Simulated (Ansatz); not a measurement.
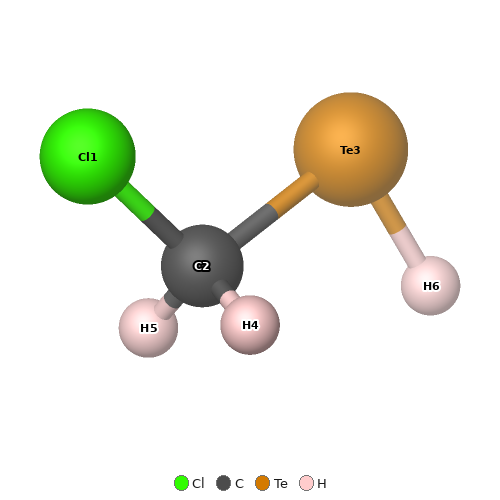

The system is CH3ClTe, SMILES ClC[TeH]; the picture shows the reference structure. Coordinates scanned: (1) bond length C2–H5; (2) angle H5–C2–Te3. Nothing is relaxed (all other coordinates rigid). The scan uses a 15 × 15 grid. Energies: eV, counted from the lowest grid point. The reference is spin-restricted, which grows unreliable where a bond is stretched far. Theory: RKS PBE-D4/def2-TZVP (Ansatz).

Its coordinates:

| atom | x (Å) | y (Å) | z (Å) |
| --- | --- | --- | --- |
| Cl | -1.9637 | 0.1004 | -0.8644 |
| C | -0.2368 | -0.0978 | -0.4803 |
| Te | 0.0932 | 0.4563 | 1.6039 |
| H | 0.0324 | -1.1467 | -0.6282 |
| H | 0.3405 | 0.5632 | -1.1318 |
| H | 1.7343 | 0.1245 | 1.5008 |

Range: bond length C2–H5 from 0.896 to 1.639 Å; angle H5–C2–Te3 from 64.6 to 154.6°.

**Predict the map.**

The lowest grid point is at bond length C2–H5 = 1.109 Å, angle H5–C2–Te3 = 109.6°. It is the only kind of minimum in the scanned range. The highest grid point, bond length C2–H5 = 1.639 Å, angle H5–C2–Te3 = 64.6°, lies 3.10 eV above the lowest. Round the minimum the two coordinates are nearly uncoupled.

```
angle H5–C2–Te3 ↓, bond length C2–H5 →  0.896  0.949  1.002  1.055  1.109  1.162  1.215  1.268  1.321  1.374  1.427  1.480  1.533  1.586  1.639
                                 154.6   2.47   1.95   1.63   1.47   1.42   1.45   1.54   1.67   1.82   1.99   2.17   2.36   2.54   2.73   2.90
                                 148.2   2.07   1.55   1.24   1.09   1.04   1.08   1.18   1.31   1.48   1.66   1.84   2.04   2.24   2.43   2.62
                                 141.8   1.73   1.22   0.92   0.76   0.72   0.77   0.87   1.01   1.18   1.37   1.57   1.77   1.98   2.18   2.38
                                 135.3   1.45   0.94   0.64   0.49   0.46   0.51   0.62   0.77   0.94   1.14   1.34   1.55   1.76   1.97   2.18
                                 128.9   1.24   0.73   0.43   0.29   0.26   0.31   0.42   0.58   0.76   0.96   1.17   1.39   1.60   1.82   2.03
                                 122.5   1.08   0.58   0.28   0.14   0.11   0.17   0.29   0.45   0.64   0.84   1.05   1.27   1.50   1.72   1.94
                                 116.1   0.99   0.48   0.19   0.05   0.03   0.09   0.21   0.37   0.56   0.77   0.99   1.21   1.44   1.67   1.89
                                 109.6   0.95   0.45   0.16   0.02   0.00   0.06   0.19   0.35   0.55   0.76   0.98   1.21   1.44   1.67   1.89
                                 103.2   0.97   0.47   0.18   0.05   0.03   0.10   0.22   0.39   0.59   0.80   1.02   1.25   1.49   1.72   1.94
                                  96.8   1.05   0.55   0.26   0.13   0.12   0.18   0.31   0.48   0.68   0.90   1.12   1.36   1.59   1.82   2.05
                                  90.3   1.18   0.69   0.40   0.28   0.26   0.33   0.46   0.63   0.84   1.05   1.28   1.51   1.75   1.98   2.21
                                  83.9   1.38   0.89   0.60   0.47   0.46   0.53   0.66   0.84   1.04   1.26   1.48   1.71   1.95   2.19   2.41
                                  77.5   1.63   1.14   0.86   0.73   0.72   0.79   0.92   1.09   1.29   1.50   1.73   1.96   2.19   2.42   2.64
                                  71.1   1.94   1.46   1.18   1.05   1.04   1.10   1.23   1.39   1.58   1.79   2.01   2.23   2.44   2.66   2.87
                                  64.6   2.33   1.85   1.57   1.44   1.43   1.49   1.60   1.76   1.93   2.12   2.32   2.52   2.72   2.91   3.10
```

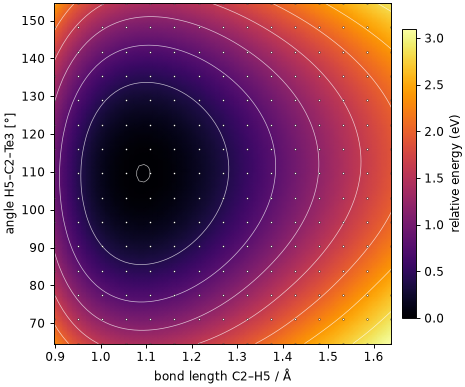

Drawn: a smooth colour map with a few white contour lines, dots at the grid points. Between grid points the surface is interpolated.

Time for the 225 points that were run: 22 min on 1 thread of Arm Neoverse N1 (shared host).
